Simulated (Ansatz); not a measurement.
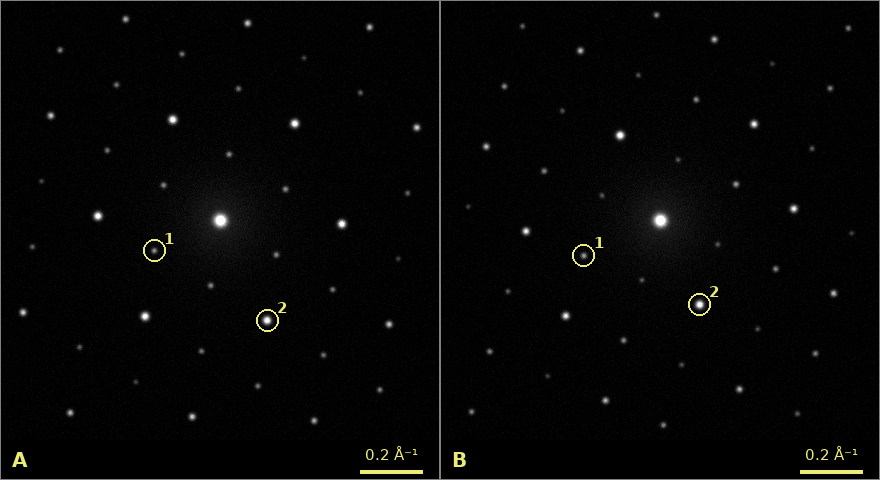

Kinematic electron diffraction patterns (120 kV, B = 0.5 Å², same scale) along [001] of the run's own cell, for the start and the end of one relaxation of NaH2 with DFT PBE, scalar-relativistic, plane waves, PAW (Ansatz). k mesh 8×8×8. The start is a generated model structure, and the relaxation ends in the nearest stationary point of its symmetry, not necessarily the ground state. Spot 1 is -1 1 0 and spot 2 is -1 -1 0 in both.

Start structure:

```
Na H
1.0
     2.77742   -4.24902    0.00000
     2.77742    4.24902    0.00000
     0.00000    0.00000    4.64958
Na H
2 4
Cartesian
  2.7774 -1.4545 1.1624
  2.7774 1.4545 3.4872
  0.3878 0.1216 1.1624
  5.1670 0.1216 1.1624
  0.3878 -0.1216 3.4872
  5.1670 -0.1216 3.4872
```

Question: Which pattern belongs to the start structure, and which to the relaxed one?

Answer: A is the start: its cell gives d(1) = 4.249 Å, d(2) = 2.777 Å and an angle of 90.0°. B is the relaxed structure, with d(1) = 3.666 Å (-13.7 %), d(2) = 3.293 Å (+18.6 %) and 90.0°.

Question: Name reflections whose intensity changes strongly on relaxation.

Answer: 2 -2 0 comes into sight; 2 -1 0 goes from 95 to 48 % of the strongest spot.

Question: Summarise the relaxation behind the change.

Answer: The volume changed by +1.1 % to 18.49 Å³ an atom; with the mean shift removed, the atoms moved by up to 0.29 Å relative to the cell (H most); the space group stayed Cmcm (No. 63); the free energy fell by 5.5 meV an atom. Relaxed cell: a = 4.928 Å, b = 4.928 Å, c = 4.595 Å, α = 90.00°, β = 90.00°, γ = 96.14°.
